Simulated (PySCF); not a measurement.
**C2H6Mg, SMILES `C[Mg]C`: what the electrons do**

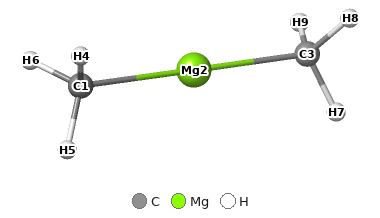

The molecule, with its atoms numbered as below. No frequency check shows the geometry to be a minimum.

Cartesian coordinates (Å):

```
C1       2.1413   -0.0014    0.0002
Mg2     -0.0000    0.0021   -0.0003
C3      -2.1412   -0.0008    0.0008
H4       2.5436   -0.7228    0.7146
H5       2.5438    0.9778    0.2676
H6       2.5434   -0.2596   -0.9817
H7      -2.5434    0.9805    0.2614
H8      -2.5436   -0.7220    0.7153
H9      -2.5438   -0.2657   -0.9791
```

Part 1: Bonding charge

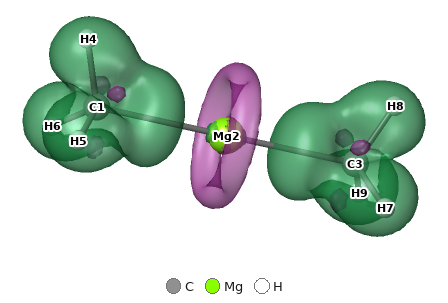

Deformation density (molecule less spherical, spin-averaged free atoms at the same positions), surfaces at ±0.05 e/Å³; green: gain, purple: loss.

Level of theory: PBE0/def2-TZVP (PySCF), at a geometry from GFN2-xTB.

Q: How much density has each bond gained at its critical point, relative to the free atoms?

A: C1–H5, C3–H8, C1–H6, C3–H7 and 2 more like them: +0.64 e/Å³ at the bond critical point (bond length 1.09 Å, Mayer order 0.9). Mg2–C3 and C1–Mg2: +0.09 e/Å³ at the bond critical point (bond length 2.14 Å, Mayer order 0.8). In all, 2.0 electrons gather in the regions of gain relative to the promolecule. A small or negative value marks a very polar bond, one between electron-rich atoms, whose free-atom densities already overlap strongly, a long bond to a heavier atom, or a closed-shell contact such as a hydrogen bond.

Q: Where do the Hirshfeld charges lie?

A: The highest Hirshfeld charge is on Mg2 (+0.63 e), the lowest on C1 and C3 (−0.34 e).

Part 2: Bond critical points

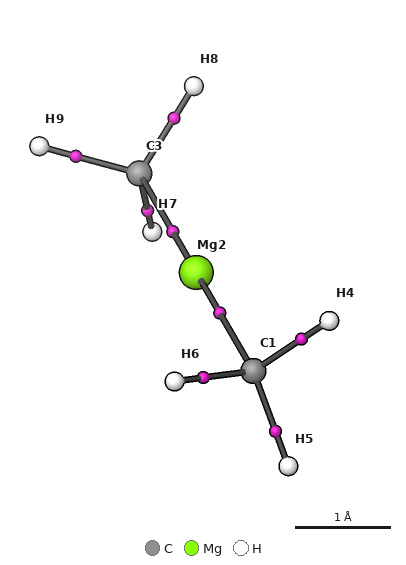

Molecular graph of the electron density (QTAIM): bond paths, bond critical points (magenta), ring points (cyan, if any); weak paths are dashed.

Q: How many critical points of each kind are there, and does the count close?

A: 9 nuclei, 8 bond, 0 ring and 0 cage critical points: 9 − 8 + 0 − 0 = 1, as the Poincaré–Hopf relation requires.

Q: What does the calculation give at each kind of bond critical point?

A:
| bond | length (Å) | ρ (a.u.) | ∇²ρ (a.u.) | ε | H (a.u.) |
| --- | --- | --- | --- | --- | --- |
| C1–H5 (6 alike) | 1.092 | 0.268 | −0.87 | 0.04 | −0.267 |
| Mg2–C3 (2 alike) | 2.141 | 0.053 | +0.21 | 0.00 | −0.003 |

Q: What kind of interaction is Mg2–C3?

A: Polar or intermediate (positive Laplacian, negative energy density H): ρ = 0.053, ∇²ρ = +0.21, H = −0.003 a.u.

Part 3: Local ionisation energy

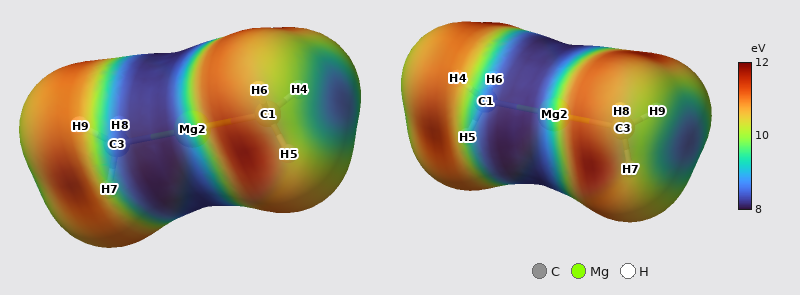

Average local ionisation energy on the surface of electron density 0.001 a.u. (back view left, front view right).

Q: Where are the most loosely bound electrons on this surface?

A: The lowest value is 8.1 eV, 1.9 Å from Mg2, and at like points elsewhere. Further minima include 8.5 eV, near H6 (1.88 Å), H5 (1.94 Å), H4 (2.05 Å) and C1 (2.08 Å), and at like points elsewhere. For comparison, the highest occupied orbital lies at −6.4 eV.

Q: What volume does the surface enclose, and what is the dipole moment?

A: About 102 Å³; the dipole moment is 0.0 D.

Part 4: In an electric field

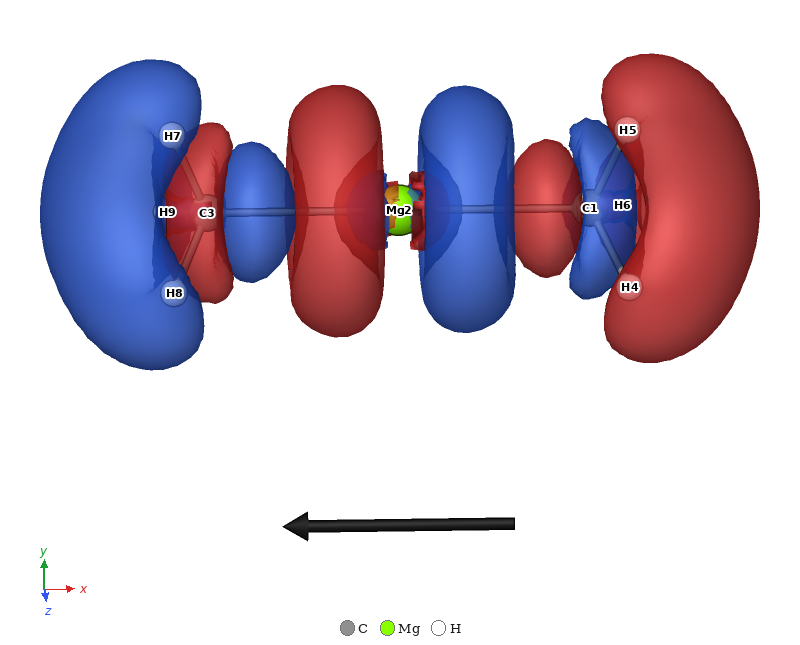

Change of the electron density in a uniform field of 0.21 V/Å along −x (arrow), surfaces at ±0.001 e/Å³ (red: gain, blue: loss).

Level of theory: PBE0/def2-TZVP (PySCF), at a geometry from GFN2-xTB. A basis without diffuse functions makes polarisabilities too small.

The field was applied in both directions; the picture shows the one opposite to the script's first.

Q: What dipole is induced, and what polarisability does it imply?

A: The induced dipole is 0.77 D (along the field); α along this axis, from the fields in both directions, is 76 bohr³ (11.2 Å³).

Part 5: Removing or adding an electron

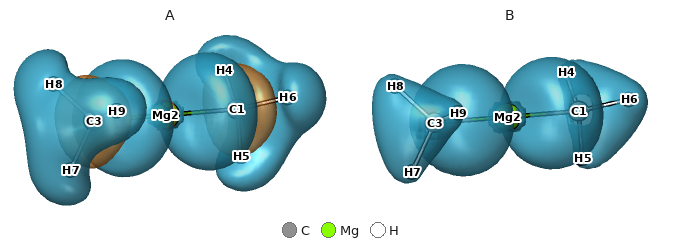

The Fukui function f⁻ from two separate SCF calculations and the density of the HOMO, at ±0.015 e/Å³ (light blue positive, orange negative).

Method: PBE0/def2-TZVP; geometry: GFN2-xTB; program: PySCF.

Q: Which panel is which, and how good is the frozen-orbital picture?

A: A is f⁻ (it has negative regions), B the HOMO density. The HOMO lies on C1 and C3 (31 % each) and Mg2 (17 %); f⁻ (Hirshfeld-condensed) is largest on Mg2 (0.21) and C1 and C3 (0.18 each); the vertical ionisation energy is 8.38 eV (the stability of the cation's solution wasn't checked). Relaxation shifts 26 % of the electron between atoms. The orbital energy is −6.41 eV.

The PySCF runs shown took 7.8 s, 19 s and 21 s on 1 thread of AMD EPYC 7R43 64-Core Processor (Zen 3), with other jobs on the host.
